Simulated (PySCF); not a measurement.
**[Tm(CH3)2]+: other functionals and bases at one geometry**

Aim: see how levels, charges and forces of [Tm(CH3)2]+ depend on the level of theory. It is a constructed species; whether it can be made isn't addressed.

Computed with PySCF 2.14.0. Level: several levels, as the steps say, no spin–orbit coupling.

1 further run of the same task is left out (for a known fault of the program).

## Step 1: Where the work starts

9 atoms, charge 1, spin multiplicity 1.

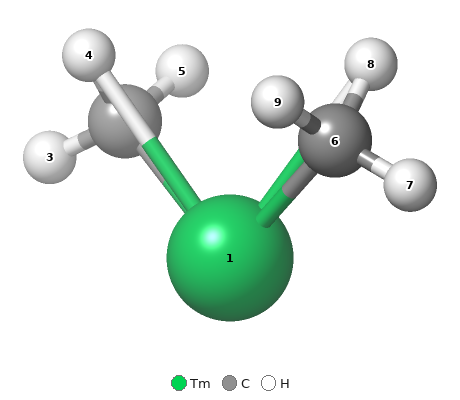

The geometry (thulium green, carbon grey, hydrogen white); atoms are numbered from 1 in the order of the file.

Geometry (Å):

```xyz
9
charge 1, multiplicity 1
Tm    0.0000    0.0000   -0.2221
C     1.7103   -0.0171    1.2121
H     2.6928    0.2075    0.7565
H     1.5319    0.7234    2.0150
H     1.7959   -1.0005    1.7138
C    -1.7103    0.0171    1.2121
H    -2.6928   -0.2075    0.7565
H    -1.5319   -0.7234    2.0150
H    -1.7959    1.0005    1.7138
```

Formal oxidation states: Tm +3. Each metal's 12 4f electrons lie in its core potential, so multiplicities, spins and levels count the valence alone. An earlier session relaxed this geometry at PBE0, Tm lcecp-1-SVP with ECP58, C def2-SVP, H def2-SVP (singlet, point group C2).

At PBE0 on the finer grid: E = -118.204717 Eh, HOMO -11.78 eV, LUMO -7.23 eV, Mulliken charge on Tm1 +1.22 e, largest force component 0.007 eV/Å. 

Levels to run: BP86; BLYP; PBE0, TZVP. Hardware: 2 threads of Arm Neoverse V2, shared host.

## Step 2: BP86

Input file run.py (the lines that set the calculation):

```python
mol = gto.M(atom='''
Tm     0.00000     0.00000    -0.22213
C      1.71031    -0.01709     1.21206
H      2.69281     0.20752     0.75654
H      1.53194     0.72341     2.01496
H      1.79591    -1.00046     1.71384
C     -1.71031     0.01709     1.21206
H     -2.69281    -0.20752     0.75654
H     -1.53194    -0.72341     2.01496
H     -1.79591     1.00046     1.71384''',
    basis={'Tm': 'lcecp-1-SVP', 'C': 'def2-SVP', 'H': 'def2-SVP'},
    ecp={'Tm': 'lcecp-1-SVP'},
    charge=1, spin=0)
mf = dft.RKS(mol, xc='B88,P86')
mf.grids.atom_grid = (75, 302)  # f atoms: unpruned, at least (60, 302)
mf = mf.density_fit()  # fitting sets: Tm AutoAux, C def2-universal-JKFIT, H def2-universal-JKFIT
mf.conv_tol = 1e-08; mf.max_cycle = 55
mf.kernel(dm0)  # dm0: the density of the relaxed state
```

Started as:

```sh
OMP_NUM_THREADS=2 python run.py
```

Output:

```text
init E= -118.366976423102
  HOMO = -0.392666303488836  LUMO = -0.296613024181521  gap/eV = 2.61374
cycle= 1 E= -118.367921649255  delta_E= -0.000945  |g|= 0.0581  |ddm|= 0.343
  HOMO = -0.398286799805334  LUMO = -0.28524147087651  gap/eV = 3.07612
cycle= 2 E= -118.363631870221  delta_E= 0.00429  |g|= 0.127  |ddm|= 0.359
  HOMO = -0.392659477425061  LUMO = -0.290881607045817  gap/eV = 2.76952
cycle= 3 E= -118.369295819277  delta_E= -0.00566  |g|= 0.011  |ddm|= 0.215
  HOMO = -0.394202035183218  LUMO = -0.292695885774604  gap/eV = 2.76212
cycle= 4 E= -118.369344824163  delta_E= -4.9e-05  |g|= 0.00155  |ddm|= 0.0236
  HOMO = -0.393967044130202  LUMO = -0.292608813133455  gap/eV = 2.75810
cycle= 5 E= -118.369345612246  delta_E= -7.88e-07  |g|= 0.000334  |ddm|= 0.00273
  HOMO = -0.393977651466701  LUMO = -0.292625045918733  gap/eV = 2.75794
cycle= 6 E= -118.369345682359  delta_E= -7.01e-08  |g|= 7.4e-05  |ddm|= 0.000439
  HOMO = -0.393980181592624  LUMO = -0.29262385771163  gap/eV = 2.75805
cycle= 7 E= -118.369345636576  delta_E= 4.58e-08  |g|= 1.95e-05  |ddm|= 0.000124
  HOMO = -0.393982050298593  LUMO = -0.29262476947277  gap/eV = 2.75807
cycle= 8 E= -118.369345636704  delta_E= -1.27e-10  |g|= 2.45e-06  |ddm|= 3.04e-05
  HOMO = -0.393982734019808  LUMO = -0.292625120307326  gap/eV = 2.75808
Extra cycle  E= -118.369345636703  delta_E= 9.95e-13  |g|= 4.28e-06  |ddm|= 9.57e-06
converged SCF energy = -118.369345636703
```

It took 4.8 s on 2 threads of Arm Neoverse V2, shared host.

Result: E = -118.369346 Eh, HOMO -10.72 eV, LUMO -7.96 eV, Mulliken charge on Tm1 +1.08 e, largest force component 0.262 eV/Å. 

## Step 3: BLYP

Changes to run.py (the lines that set the calculation) since step 2:

```diff
@@ -13,3 +13,3 @@
     charge=1, spin=0)
-mf = dft.RKS(mol, xc='B88,P86')
+mf = dft.RKS(mol, xc='BLYP')
 mf.grids.atom_grid = (75, 302)  # f atoms: unpruned, at least (60, 302)
```

Started as:

```sh
OMP_NUM_THREADS=2 python run.py
```

Output:

```text
init E= -118.226697232598
  HOMO = -0.381667062319995  LUMO = -0.300276947682734  gap/eV = 2.21474
cycle= 1 E= -118.229572838191  delta_E= -0.00288  |g|= 0.0594  |ddm|= 0.503
  HOMO = -0.392660185419087  LUMO = -0.291722464579365  gap/eV = 2.74666
cycle= 2 E= -118.224527379395  delta_E= 0.00505  |g|= 0.137  |ddm|= 0.398
  HOMO = -0.385239745973518  LUMO = -0.296454876328445  gap/eV = 2.41596
cycle= 3 E= -118.231018895458  delta_E= -0.00649  |g|= 0.0118  |ddm|= 0.23
  HOMO = -0.386232269111261  LUMO = -0.297976970643647  gap/eV = 2.40155
cycle= 4 E= -118.231073802015  delta_E= -5.49e-05  |g|= 0.00218  |ddm|= 0.0265
  HOMO = -0.385837434040557  LUMO = -0.297781409162925  gap/eV = 2.39613
cycle= 5 E= -118.231075270023  delta_E= -1.47e-06  |g|= 0.000452  |ddm|= 0.00369
  HOMO = -0.385867935557501  LUMO = -0.297823898281543  gap/eV = 2.39580
cycle= 6 E= -118.231075330143  delta_E= -6.01e-08  |g|= 8.11e-05  |ddm|= 0.000823
  HOMO = -0.385864564419416  LUMO = -0.297814163694316  gap/eV = 2.39597
cycle= 7 E= -118.231075333062  delta_E= -2.92e-09  |g|= 1.71e-05  |ddm|= 0.000186
  HOMO = -0.385868436971014  LUMO = -0.297814549852205  gap/eV = 2.39607
Extra cycle  E= -118.231075332914  delta_E= 1.48e-10  |g|= 2.79e-05  |ddm|= 7.07e-05
converged SCF energy = -118.231075332914
```

It took 4.5 s on 2 threads of Arm Neoverse V2, shared host.

Result: E = -118.231075 Eh, HOMO -10.50 eV, LUMO -8.10 eV, Mulliken charge on Tm1 +1.04 e, largest force component 0.562 eV/Å. 

## Step 4: PBE0, TZVP

Basis: Tm lcecp-1-TZVP with ECP58, C def2-TZVP, H def2-TZVP. 

Changes to run.py (the lines that set the calculation) since step 3:

```diff
@@ -10,6 +10,6 @@
 H     -1.79591     1.00046     1.71384''',
-    basis={'Tm': 'lcecp-1-SVP', 'C': 'def2-SVP', 'H': 'def2-SVP'},
-    ecp={'Tm': 'lcecp-1-SVP'},
+    basis={'Tm': 'lcecp-1-TZVP', 'C': 'def2-TZVP', 'H': 'def2-TZVP'},
+    ecp={'Tm': 'lcecp-1-TZVP'},
     charge=1, spin=0)
-mf = dft.RKS(mol, xc='BLYP')
+mf = dft.RKS(mol, xc='PBE0')
 mf.grids.atom_grid = (75, 302)  # f atoms: unpruned, at least (60, 302)
@@ -17,2 +17,2 @@
 mf.conv_tol = 1e-08; mf.max_cycle = 55
-mf.kernel(dm0)  # dm0: the density of the relaxed state
+mf.kernel(dm0)  # dm0: free metal ions and neutral atoms
```

Started as:

```sh
OMP_NUM_THREADS=2 python run.py
```

Output:

```text
init E= -117.86885231256
  HOMO = -0.534261351882369  LUMO = -0.321379511005642  gap/eV = 5.79281
cycle= 1 E= -118.112466775705  delta_E= -0.244  |g|= 0.819  |ddm|= 2.28
  HOMO = -0.317644889731923  LUMO = -0.26264321370302  gap/eV = 1.49667
cycle= 2 E= -117.753315429535  delta_E= 0.359  |g|= 1.33  |ddm|=  2.2
  HOMO = -0.429235741116113  LUMO = -0.254388235431223  gap/eV = 4.75784
cycle= 3 E= -118.2888473741  delta_E= -0.536  |g|= 0.118  |ddm|= 1.71
  HOMO = -0.436620538818232  LUMO = -0.272227538740655  gap/eV = 4.47336
cycle= 4 E= -118.293549898592  delta_E= -0.0047  |g|= 0.0323  |ddm|= 0.219
  HOMO = -0.43056821228183  LUMO = -0.26467245757159  gap/eV = 4.51425
cycle= 5 E= -118.293882130742  delta_E= -0.000332  |g|= 0.00471  |ddm|= 0.0512
  HOMO = -0.431179492430125  LUMO = -0.265087111964711  gap/eV = 4.51960
cycle= 6 E= -118.29388809978  delta_E= -5.97e-06  |g|= 0.00169  |ddm|= 0.00738
  HOMO = -0.431121093395058  LUMO = -0.264923365677182  gap/eV = 4.52247
cycle= 7 E= -118.293889040071  delta_E= -9.4e-07  |g|= 0.000314  |ddm|= 0.00304
  HOMO = -0.43111482857341  LUMO = -0.26493387694862  gap/eV = 4.52201
cycle= 8 E= -118.293889094983  delta_E= -5.49e-08  |g|= 8.72e-05  |ddm|= 0.00056
  HOMO = -0.431094910300896  LUMO = -0.264925475155096  gap/eV = 4.52170
cycle= 9 E= -118.293889102646  delta_E= -7.66e-09  |g|= 1.85e-05  |ddm|= 0.000338
  HOMO = -0.431092692927624  LUMO = -0.264923596666717  gap/eV = 4.52169
Extra cycle  E= -118.293889102888  delta_E= -2.41e-10  |g|= 1e-05  |ddm|= 6.44e-05
converged SCF energy = -118.293889102888
```

Run time: 9.3 s. Hardware: 2 threads of Arm Neoverse V2, shared host.

It gives: E = -118.293889 Eh, HOMO -11.73 eV, LUMO -7.21 eV, Mulliken charge on Tm1 +1.49 e, largest force component 0.263 eV/Å. 

## Step 5: Results

| level | state | HOMO (eV) | gap (eV) | charge on Tm1 (e) | dipole (D) | largest force (eV/Å) | basis functions | time |
| --- | --- | --- | --- | --- | --- | --- | --- | --- |
| PBE0 (relaxed here) | singlet | -11.78 | 4.55 | 1.22 | 3.44 | 0.01 | 91 | 12 s |
| BP86 | singlet | -10.72 | 2.76 | 1.08 | 2.78 | 0.26 | 91 | 4.8 s |
| BLYP | singlet | -10.50 | 2.40 | 1.04 | 2.69 | 0.56 | 91 | 4.5 s |
| PBE0, TZVP | singlet | -11.73 | 4.52 | 1.49 | 3.56 | 0.26 | 145 | 9.3 s |

Times are on 2 threads of Arm Neoverse V2, shared host; the first row also made further properties. The dipole of a charged species depends on the origin, so these sizes hold for this origin alone.

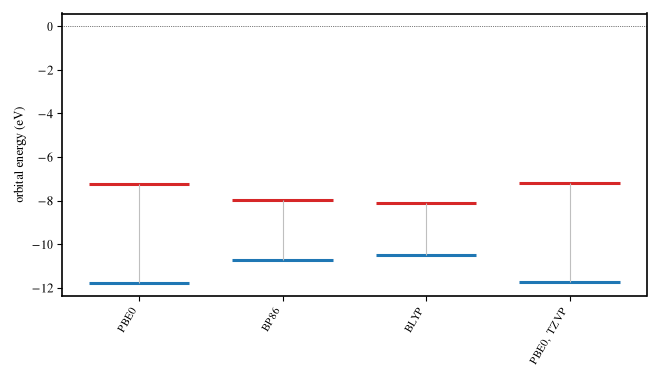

Highest filled and lowest empty level, method by method.

In one basis the HOMO–LUMO gap runs from 2.40 eV (BLYP) to 4.55 eV (PBE0). The largest leftover force, 0.56 eV/Å with BLYP, stands at a geometry relaxed at another level. The Mulliken charge on Tm spans +1.04 to +1.49 e over the levels. With 4f in the core, its levels are missing from HOMO and gap. Total energies of different levels can't be compared. Spin–orbit coupling is left out throughout.
